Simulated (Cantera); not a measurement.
Charge: 1 mol SiO₂, 35 mol HCl, held at 9.90e-5 bar.

Equilibrium computed with Cantera from the NASA thermochemical tables; the gas is ideal and each condensed phase is pure. Candidate condensed phases: H₂O, Si, SiO₂; 30 gas species. The tables hold silica as quartz up to 1696 K and as liquid above; real silica turns to tridymite and cristobalite and melts near 1996 K. Kinetics and transport are ignored.

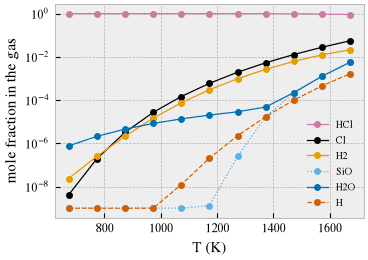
Figure: Equilibrium gas composition (values under 1e-9 drawn at 1e-9)

Problem. Read off the mole fractions at 773 K.

Solution. HCl about 1.00, H₂O about 2.1e-6, H₂ about 2.5e-7, Cl about 1.9e-7.
